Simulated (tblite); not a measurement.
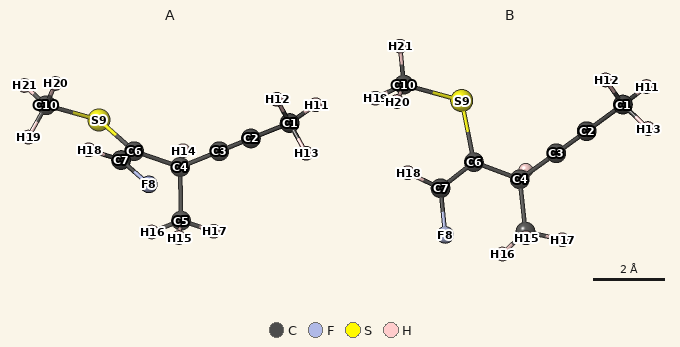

Two geometries of C8H11FS, drawn at one scale. One is the start of a relaxation, the other its converged end. A ball-and-stick model, seen at a tilt.

Method: GFN2-xTB geometry optimisation, gas phase (tblite 0.8.0). 

Which one is relaxed?

Structure A is the relaxed one. After 216 geometry steps the energy has fallen by 0.661 eV. F8 moves most after the best rigid fit: 2.38 Å. By element the largest moves are F 2.38 Å, H 2.00 Å, C 1.27 Å, S 1.16 Å. Among the contacts that change: C4–C6 1.462 → 1.514 Å, C6–S9 1.802 → 1.759 Å, C1–H13 1.132 → 1.090 Å, C10–H19 1.119 → 1.086 Å. Bond angles that change, for instance: H15–C5–H16 116.7° → 109.2°, C6–S9–C10 112.0° → 104.9°, S9–C10–H21 112.4° → 105.7°. Groups turn about C4–C6 by about 65°. The run took 2.1 s on 1 thread of Arm Neoverse V1, with other jobs on the host.
